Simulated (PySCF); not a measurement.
# HoCl3(NH3): how tightly the ligands are held

Aim: take one ligand of each kind off HoCl3(NH3), with both parts rigid, and scan its distance from the metal. The species was built from a template and needn't be a known compound.

The runs use PySCF 2.14.0; PBE0, Ho lcecp-1-SVP with ECP56, Cl def2-SVP, N def2-SVP, H def2-SVP; scalar-relativistic core potentials, no spin–orbit coupling.

1 further run of the same task is left out (for a known fault of the program).

## 1. The starting structure

8 atoms, charge 0, spin multiplicity 1.

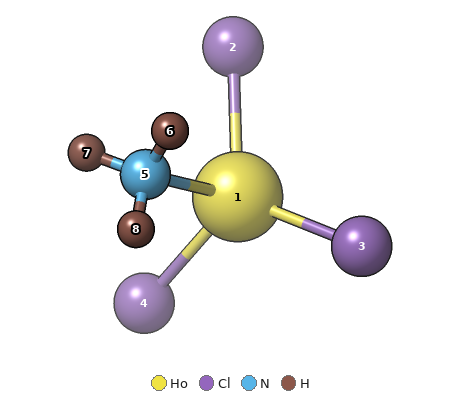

The geometry (holmium yellow, chlorine purple, nitrogen blue, hydrogen brown); atoms are numbered from 1 in the order of the file.

As a file:

```xyz
8

Ho    0.0241   -0.0241    0.0241
Cl    1.1642    1.8599    1.1642
Cl   -1.8599   -1.1642    1.1642
Cl    1.1642   -1.1642   -1.8599
N    -1.3838    1.3838   -1.3838
H    -1.9932    1.9932   -0.8334
H    -0.8334    1.9932   -1.9932
H    -1.9932    0.8334   -1.9932
```

Formal oxidation states: Ho +3. Each metal's 10 4f electrons lie in its core potential, so multiplicities, spins and levels count the valence alone. An earlier session relaxed this geometry at PBE0, Ho lcecp-1-SVP with ECP56, Cl def2-SVP, N def2-SVP, H def2-SVP (singlet, point group C3v).

## 2. Cl taken off

The ligand (atom 2) keeps its formal charge and a closed shell where it can; ligand and rest are solved at the complex's geometry, in vacuum, with the settings of the relaxation.

| part | charge | state | energy (Eh) |
| --- | --- | --- | --- |
| complex | 0 | singlet | -1474.143049 |
| ligand | -1 | singlet | -459.928134 |
| rest | 1 | singlet | -1013.884484 |

Run time: 1.8 s. Hardware: 2 threads of Arm Neoverse V1, shared host.

## 3. Rigid scan of Cl

Atom 2 moves along the line from atom 1; the distance is to the donor, the donors' midpoint or the ring centre. Each point starts from the density of the one before.

| distance (Å) | energy from the relaxed point (eV) |
| --- | --- |
| 2.18 | 0.778 |
| 2.28 | 0.301 |
| 2.38 | 0.066 |
| 2.48 | 0.000 |
| 2.58 | 0.052 |
| 2.68 | 0.184 |
| 2.88 | 0.590 |
| 3.18 | 1.334 |
| 3.58 | 2.301 |
| 4.08 | 3.304 |

It took 19 s on 2 threads of Arm Neoverse V1, shared host.

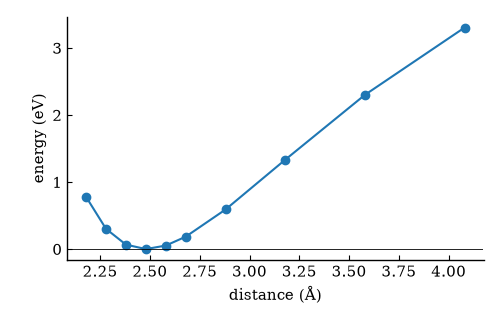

Energy along the rigid scan of Cl.

## 4. NH3 taken off

The ligand (atoms 5, 6, 7, 8) keeps its formal charge and a closed shell where it can; ligand and rest are solved at the complex's geometry, in vacuum, with the settings of the relaxation.

| part | charge | state | energy (Eh) |
| --- | --- | --- | --- |
| complex | 0 | singlet | -1474.143049 |
| ligand | 0 | singlet | -56.440642 |
| rest | 0 | singlet | -1417.635284 |

Wall time 1.1 s (2 threads of Arm Neoverse V1, shared host).

## 5. Rigid scan of NH3

Atoms 5, 6, 7, 8 move together along the line from atom 1; the distance is to the donor, the donors' midpoint or the ring centre. Each point starts from the density of the one before.

| distance (Å) | energy from the relaxed point (eV) |
| --- | --- |
| 2.14 | 0.424 |
| 2.24 | 0.162 |
| 2.34 | 0.035 |
| 2.44 | 0.000 |
| 2.54 | 0.026 |
| 2.64 | 0.091 |
| 2.84 | 0.283 |
| 3.14 | 0.603 |
| 3.54 | 0.967 |
| 4.04 | 1.279 |

Run time: 18 s. Hardware: 2 threads of Arm Neoverse V1, shared host.

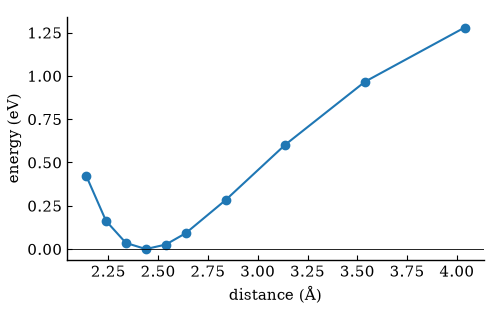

Energy along the rigid scan of NH3.

## 6. Outcome

```
                    quantity       value
               taking off Cl     8.99 eV
 stiffness of the Cl contact  11.8 eV/Å²
              taking off NH3     1.83 eV
stiffness of the NH3 contact   6.1 eV/Å²
```

What this shows: Taking off Cl as a fragment of charge -1 costs 8.99 eV, much of it the attraction of the two charges. Near 2.48 Å the Cl contact has a stiffness of about 11.8 eV/Å², and the energy stands 3.30 eV higher at 4.08 Å. Taking off NH3 as a fragment of charge +0 costs 1.83 eV. Near 2.44 Å the NH3 contact has a stiffness of about 6.1 eV/Å², and the energy stands 1.28 eV higher at 4.04 Å. The free anion is solved without diffuse functions, no counterpoise correction is made, and the parts aren't relaxed; each of these makes the binding look larger. The bases are small and lack diffuse functions. Spin–orbit coupling is left out.
